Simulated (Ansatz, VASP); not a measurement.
## Cross-check of Co (Cobalt) between VASP and Ansatz

Wanted: the spread between two codes on one cell, functional and k mesh. The cell comes out of the VASP series on this material, whose earlier steps may have relaxed, scaled or displaced it; both programs get it as it stands.

Program: Ansatz 0.2.0. Level of theory: plane waves, with VASP 6.6.1 beside it; relaxation of cell and atoms at r2SCAN and relaxation of cell and atoms at PBE. Results are calculated unless marked as measured.

## 1. The structure

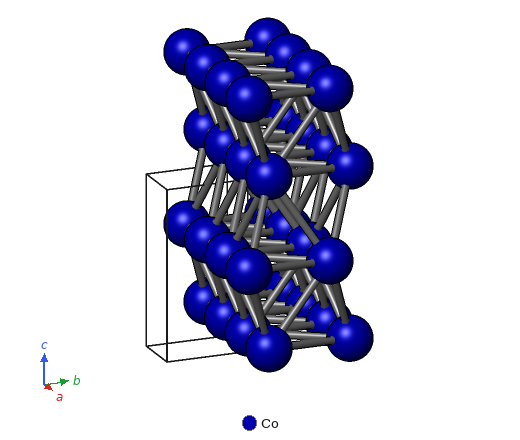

The starting structure, seen slightly off an axis (cobalt blue). 4×2×2 cells are drawn.

## 2. Ansatz: relaxation of cell and atoms, r2SCAN

Ansatz runs on its default PAW (the set named soft_2) files.

The relaxed volume is the usual yardstick between codes: its relative difference is about their pressure difference at one cell divided by the bulk modulus.

Input file input.yaml:

```yaml
crystal:
  lattice:
    - [2.4729017849, 0.0, 0.0]
    - [-1.2364508925, 2.1415957668, 0.0]
    - [0.0, 0.0, 4.0152317826]
  atoms:
    - { symbol: Co, position: [0.6666666667, 0.3333333333, 0.75], spin: 2.0 }
    - { symbol: Co, position: [0.3333333333, 0.6666666667, 0.25], spin: 2.0 }
hamiltonian:
  xc: r2scan
  pseudopotentials: { kind: paw }
magnetization:
  spin_polarized: true
kpoints:
  mp_grid: { grid: [22, 22, 12] }
scf:
  occupations: { method: methfessel_paxton, width: 0.15 }
relax:
  f_tol: 0.01
  max_steps: 60
  cell: { stress_tol: 0.05 }
output:
  forces: true
  stress: true
  write_density: true
  write_potential: true
  elf: true
  volumetric_format: npy
```

The run is started by

```console
$ ansatz run input.yaml --threads 4 --pin off --max-ram 9216MiB --backend cpu --events-out ev --progress --plain --runs-dir out
```

Numbers of over 12 decimals in the logs are rounded to 6 here.

Output:

```text
Engine: ansatz 0.2.0, aarch64-unknown-linux-gnu
Pseudopotentials: kind: paw
Pseudopotential: Co, paw, valence charge 17, recommended cutoff 500 eV (meta_gga), Co.paw.azcp
Functional definition: r2SCAN
  parameter k0 = 0.174
  parameter k1 = 0.065
  parameter a1 = 4.9479
  exchange = r2scan_x(k0 = k0, k1 = k1, a1 = a1)
  correlation = r2scan_c
Crystal: 2 atoms, lattice volume = 21.264 Å³
Basis set: ecut = 500 eV, 549 PW (Γ), exchange–correlation on 80×80×120 points (64 copies of the dense FFT grid, shifted against one another)
Bands: 23, of which v1, the nominal top of the filled ones, is band 17 counted from 1 (16 counted from 0)
Symmetry: 24 space group operations
Space group: P63/mmc (ITA 194), of the structure as read, at distance tolerance 2.8e-5 Å
Magnetic group: BNS 194.263 (UNI 1493), of the structure as read, at distance tolerance 2.8e-5 Å
k-points: 364 of 5808
Non-local potential: Co, projectors of the file, l = 0: 3, l = 1: 2, l = 2: 3, l = 3: 1
PAW form: soft (Blöchl's): semilocal exchange-correlation on the pseudo side does not see the compensation charge
PAW frozen core: Co, regenerated for the run's functional (the file was generated under x = pbe(κ = 0.804, μ = 0.219515), c = pbe(β = 0.066725))
PAW one-centre angular grid: Co, 590 points (default); XC on 160 Gauss nodes
Initial density: superposition of atomic densities (chi_scale 0.1, normalization cell)
Starting moments: Σ|m| = 4 μB on 2 of 2 sites
Initial wavefunctions: pseudopotential atomic-orbital guess
Functional: x = r2scan, c = r2scan; τ floored in thin density (d = 2e-4 eV/Å³)
SCF iter   1: F=—  HF=-10262.095552 eV  |F-HF|=—  |Δ(HF+E_count)|=         —  Δρ=1.06e-1 (↑2.03e-2 ↓1.06e-1)  dr2=1.96e0  dr2_τ=1.69e-2  dr2_m=3.74e-1  M=3.794 μB ∫|m|=4.014 μB  β_m=1.00  ethr=3.10e-3  ⟨swp⟩=4.8  Hψ=61534  notcnv=0
Mixer restart at iter 1: flushing history
preconditioner: auto → none  [metal: Δε(μ)=0.006 eV  Ē_g=9.916 eV  σ=0.150 eV  W_gap=0.02  n_scr=8 (ndim 8)  ℏωp=34.2 eV  f_vac=0.000  D(μ)=1.47/eV (n_scr^D=22)  sad-step TF]
SCF iter   2: F=—  HF=-10261.725089 eV  |F-HF|=—  |Δ(HF+E_count)|=   3.70e-1  Δρ=2.58e-2 (↑8.72e-3 ↓2.58e-2)  dr2=1.44e-1  dr2_τ=1.73e-2  dr2_m=3.09e-2  M=3.721 μB ∫|m|=4.174 μB  β_m=1.00  ethr=3.10e-3  ⟨swp⟩=2.3  Hψ=30222  notcnv=0  defer=948  κ⁻¹=1.0e0(r=1)
SCF iter   3: F=—  HF=-10262.303943 eV  |F-HF|=—  |Δ(HF+E_count)|=         —  Δρ=7.68e-3 (↑7.68e-3 ↓7.41e-3)  dr2=1.27e-2  dr2_τ=7.68e-4  dr2_m=1.26e-4  M=3.670 μB ∫|m|=4.245 μB  β_m=1.00  ethr=4.23e-4  ⟨swp⟩=2.0  Hψ=23522  notcnv=0  defer=948
Mixer restart at iter 3: flushing history
SCF iter   4: F=—  HF=-10262.610694 eV  |F-HF|=—  |Δ(HF+E_count)|=   3.07e-1  Δρ=8.01e-3 (↑5.21e-3 ↓8.01e-3)  dr2=1.17e-2  dr2_τ=4.49e-4  dr2_m=6.66e-4  M=3.630 μB ∫|m|=4.230 μB  β_m=1.00  ethr=3.74e-5  ⟨swp⟩=2.5  Hψ=32385  notcnv=0  defer=917  κ⁻¹=1.0e0(r=1)
SCF iter   5: F=—  HF=-10262.729162 eV  |F-HF|=—  |Δ(HF+E_count)|=   1.18e-1  Δρ=7.22e-3 (↑4.30e-3 ↓7.22e-3)  dr2=1.01e-2  dr2_τ=3.50e-4  dr2_m=6.25e-4  M=3.612 μB ∫|m|=4.220 μB  β_m=1.00  ethr=3.43e-5  ⟨swp⟩=2.2  Hψ=28003  notcnv=0  defer=905  κ⁻¹=3.5e-2(r=2)
SCF iter   6: F=—  HF=-10263.016012 eV  |F-HF|=—  |Δ(HF+E_count)|=   2.87e-1  Δρ=2.59e-3 (↑2.45e-3 ↓2.59e-3)  dr2=3.27e-3  dr2_τ=1.99e-5  dr2_m=6.30e-6  M=3.553 μB ∫|m|=4.177 μB  β_m=1.00  ethr=2.97e-5  ⟨swp⟩=2.0  Hψ=32823  notcnv=0  defer=903  κ⁻¹=1.6e-3(r=3)
SCF iter   7: F=—  HF=-10263.052557 eV  |F-HF|=—  |Δ(HF+E_count)|=   3.65e-2  Δρ=1.37e-3 (↑6.83e-4 ↓1.37e-3)  dr2=5.42e-4  dr2_τ=4.72e-6  dr2_m=2.98e-5  M=3.536 μB ∫|m|=4.157 μB  β_m=1.00  ethr=9.61e-6  ⟨swp⟩=2.0  Hψ=32903  notcnv=0  defer=895  κ⁻¹=1.4e-3(r=4)
SCF iter   8: F=—  HF=-10263.062261 eV  |F-HF|=—  |Δ(HF+E_count)|=   9.70e-3  Δρ=3.57e-4 (↑1.08e-4 ↓3.57e-4)  dr2=2.52e-5  dr2_τ=1.24e-7  dr2_m=5.15e-6  M=3.524 μB ∫|m|=4.145 μB  β_m=1.00  ethr=1.59e-6  ⟨swp⟩=2.0  Hψ=29938  notcnv=0  defer=895  κ⁻¹=2.2e-4(r=5)
SCF iter   9: F=—  HF=-10263.054834 eV  |F-HF|=—  |Δ(HF+E_count)|=         —  Δρ=6.46e-4 (↑6.46e-4 ↓1.47e-4)  dr2=7.04e-5  dr2_τ=2.74e-7  dr2_m=1.68e-5  M=3.525 μB ∫|m|=4.145 μB  β_m=1.20  ethr=7.41e-8  ⟨swp⟩=2.0  Hψ=29587  notcnv=0  defer=895
Mixer restart at iter 9: flushing history
iteration 9: the input's own smearing fills from here on; a Gaussian of 0.15 eV has filled iterations ahead of it
SCF iter  10: F=—  HF=-10263.054827 eV  |F-HF|=—  |Δ(HF+E_count)|=   7.00e-6  S|Δr|=    0.00e0  Δρ=1.53e-4 (↑1.53e-4 ↓1.07e-4)  dr2=4.40e-6  dr2_τ=2.81e-7  dr2_m=1.27e-7  M=3.526 μB ∫|m|=4.145 μB  β_m=1.20  ethr=7.41e-8  ⟨swp⟩=2.0  Hψ=27618  notcnv=0  defer=895  κ⁻¹=1.0e0(r=1)
SCF iter  11: F=—  HF=-10263.054827 eV  |F-HF|=—  |Δ(HF+E_count)|=   2.24e-7  S|Δr|=    0.00e0  Δρ=5.03e-5 (↑5.03e-5 ↓4.43e-5)  dr2=6.01e-7  dr2_τ=3.83e-8  dr2_m=4.21e-8  M=3.526 μB ∫|m|=4.145 μB  β_m=1.20  ethr=1.30e-8  ⟨swp⟩=2.5  Hψ=24653  notcnv=0  defer=895  κ⁻¹=7.8e-3(r=2)
SCF iter  12: F=—  HF=-10263.054827 eV  |F-HF|=—  |Δ(HF+E_count)|=   4.04e-7  S|Δr|=    0.00e0  Δρ=3.22e-5 (↑3.22e-5 ↓3.04e-5)  dr2=3.11e-7  dr2_τ=1.51e-8  dr2_m=6.74e-9  M=3.526 μB ∫|m|=4.145 μB  β_m=1.20  ethr=1.77e-9  ⟨swp⟩=2.0  Hψ=21639  notcnv=0  defer=895  κ⁻¹=5.7e-4(r=3)
SCF iter  13: F=—  HF=-10263.054828 eV  |F-HF|=—  |Δ(HF+E_count)|=   8.75e-7  S|Δr|=    0.00e0  Δρ=1.85e-5 (↑8.90e-6 ↓1.85e-5)  dr2=9.30e-8  dr2_τ=6.95e-10  dr2_m=6.18e-9  M=3.525 μB ∫|m|=4.145 μB  β_m=1.20  ethr=2.94e-10  ⟨swp⟩=6.3  Hψ=110361  notcnv=0  κ⁻¹=3.8e-5(r=4)
SCF iter  14: F=—  HF=-10263.054828 eV  |F-HF|=—  |Δ(HF+E_count)|=   3.14e-8  S|Δr|=    0.00e0  Δρ=1.46e-5 (↑8.08e-6 ↓1.46e-5)  dr2=6.20e-8  dr2_τ=3.93e-10  dr2_m=2.71e-9  M=3.525 μB ∫|m|=4.145 μB  β_m=1.20  ethr=2.74e-10  ⟨swp⟩=6.8  Hψ=84613  notcnv=0  κ⁻¹=8.5e-6(r=5)
SCF iter  15: F=-10263.054828 eV  HF=-10263.054828 eV  |F-HF|=3.86e-9  |Δ(HF+E_count)|=   3.57e-8  S|Δr|=    0.00e0  Δρ=3.74e-6 (↑1.61e-6 ↓3.74e-6)  dr2=3.01e-9  dr2_τ=2.14e-11  dr2_m=2.50e-10  M=3.525 μB ∫|m|=4.145 μB  ethr=1.82e-10  ⟨swp⟩=7.0  Hψ=90252  notcnv=0
SCF 1 converged in 15 iterations: F = -10263.054828 eV  dr2 = 3.01e-9
  greatest PAW one-centre occupation: 1.004 electrons in one spin orbital (limit 2), on the Co atom at site 1 (counted from 0), in its partial waves of l = 1
relax step   1: F+E_penalty+E_count = -10263.05482808 eV  Δ(F+E_penalty+E_count) = +0.000e0 eV  max|allowed force component| = 4.626e-17 eV/Å  Δτ_max = 0.0000 Å  P = +0.101 GPa  Ω = 21.264 Å³  (15 SCF iters, dr2 threshold 1.00e-7 eV, accepted)
[...]
relax step   2: F+E_penalty+E_count = -10263.05482617 eV  Δ(F+E_penalty+E_count) = +1.910e-6 eV  max|allowed force component| = 1.850e-17 eV/Å  Δτ_max = 0.0000 Å  P = +0.046 GPa  Ω = 21.269 Å³  energy of the carried Pulay correction = -4.495e-6 eV  (3 SCF iters, dr2 threshold 4.90e-8 eV, accepted)
[...]
relax step   3: F+E_penalty+E_count = -10263.05482316 eV  Δ(F+E_penalty+E_count) = +3.009e-6 eV  max|allowed force component| = 2.082e-17 eV/Å  Δτ_max = 0.0000 Å  P = +0.001 GPa  Ω = 21.274 Å³  energy of the carried Pulay correction = -8.345e-6 eV  (5 SCF iters, dr2 threshold 1.21e-8 eV, accepted)
[...]
relax step   4: F+E_penalty+E_count = -10263.05483175 eV  Δ(F+E_penalty+E_count) = -8.585e-6 eV  max|allowed force component| = 3.701e-17 eV/Å  Δτ_max = 0.0000 Å  P = +0.002 GPa  Ω = 21.274 Å³  stress off target by 6.70e-3 GPa  SCF on the basis re-selected at this cell (its energy is not comparable with the rows above)  (7 SCF iters)
basis re-selected at this cell: Δ(F+E_penalty+E_count) = -8.585e-6 eV, ΔP = +0.001 GPa vs the last step (what re-selecting the basis moved, of the pressure what is left beyond the Pulay correction that the steps carried, after the strain that the cell walked since its last selection, with what the two solves' SCF thresholds leave and, on support functions, any second-order correction that the steps lacked; it is no m [...]
SCF converged after 7 iterations
Stability not checked: this state was not tested for a lower state beside it, because cold or Methfessel-Paxton smearing, or corrected tetrahedra, fill the levels in a way that the test cannot read (fill_not_monotonic; see scf.lower_state_search)
Magnetization: 3.5260 μB (18.7630 up, 15.2370 down)
Absolute magnetization: 4.1494 μB (∫|ρ↑−ρ↓|, with the PAW one-centre terms)
Spin contamination: 0.1334 ħ² per cell (⟨S²⟩ above its minimum at these occupations)
Per-site moments (μB) at R_I (Å): [(1.899635, 1.016408), (1.899635, 1.016408)]
Free energy (F): -10263.054832 eV
Harris-Foulkes:  -10263.054832 eV  (|F-HF|=7.28e-12)
Internal energy: -10263.055429 eV  (E = F + TS)
E sigma→0 (E₀):  -10263.054981 eV
Entropy (-TS):   0.000597 eV (0.298 meV/atom)
Fermi energy:    19.190485 eV
--- Per-component energies (eV) ---
  E_band       = -524.352221
  E_kinetic    = 909.095734
  E_local      = -5610.591692  (includes V_loc(G=0)·N_el)
  E_nonlocal   = 911.853119
  E_hartree    = 2355.371968
  E_xc         = -315.714396
  E_vxc        = -460.554344  (∫ρ·V_xc dr)
  E_paw        = -3047.374242  (= ΣΔE_a)
  E_vpaw       = -1014.387042  (= ΣTr[D̂ρ^β])
  E_aug_tail   = 0.000074  (compensation charges beyond the density's cutoff)
  E_vtau       = 29.488206  (kinetic-family band-sum trace: ∫τ·v_τ [+ j·A + Jᵃ·Aᵃ] dr)
  E_ewald      = -5465.105580
  E_core_change = -0.590412  (= ΣΔE_core)
  E_smearing   = 0.000597  (= −TS)
  E_closure    = -0.000000  (closes the sum)
  Σ components = -10263.054832   (vs F -10263.054832, Δ=0.00e0)
--- Forces (eV/Å), atoms counted from 1 ---
  atom   1  Co     0.00000000     0.00000000     0.00000000
  atom   2  Co    -0.00000000    -0.00000000     0.00000000
  max |Σ_I F_I| component: 1.85e-17 eV/Å
--- Stress (GPa, compression-positive) ---
       -0.000586       0.000000       0.000000
        0.000000      -0.000586       0.000000
        0.000000       0.000000       0.006696
  P = ⅓ Tr σ = 0.0018 GPa (0.018 kbar)
--- Band table (eV; the first three rows and the last of 728) ---
  k-point 0 ↑: bands = [... 13 lower, 16.0957, 16.0957, 16.4416, 16.4416, 17.5626, 17.5626, 18.8152, 25.4284, ... 2 higher]
  k-point 1 ↑: bands = [... 13 lower, 16.0760, 16.0760, 16.4884, 16.4884, 17.5590, 17.5590, 18.4870, 25.8907, ... 2 higher]
  k-point 2 ↑: bands = [... 13 lower, 16.0216, 16.0216, 16.6077, 16.6077, 17.5449, 17.5449, 17.7220, 27.0683, ... 2 higher]
  k-point 363 ↓: bands = [... 13 lower, 17.1462, 19.1397, 19.1397, 20.5258, 20.5258, 25.3993, 25.3993, 27.6262, ... 2 higher]
--- Relaxed structure (3 steps of the walk, 3 accepted, 1 SCFs on fresh bases) ---
  F+E_penalty+E_count = -10263.05483175 eV   max|allowed force component| = 3.701e-17 eV/Å   (the final SCF, on the basis selected at the relaxed cell)
  cell:  # Å, volume = 21.2736 Å³
    - [2.473109, 2.8869929845387233e-11, 0.0]
    - [-1.236554, 2.141775, 0.0]
    - [0.0, 0.0, 4.016286]
  atoms:
    - { symbol: Co, position: [0.666667, 0.333333, 0.75] }
    - { symbol: Co, position: [0.333333, 0.666667, 0.25] }
```

Run time: 46 s. Hardware: 4 threads of Arm Neoverse V2, shared host; peak memory 0.69 GiB; 2.8 min of CPU time.

(Continued in part 2 of 2.)

[Lines on the potential files, build, host, timing and source positions are cut from VASP's logs without a mark.]

[Logs are printed without paths, hosts, clocks, repeated set-up lines and the standing remarks that a program may print on its own settings, such as how far it seeks lower states.]

[Hosts, paths, dates, database ids (printed as entryN), source tags and the programs' standing remarks are cut or masked in the printed files.]
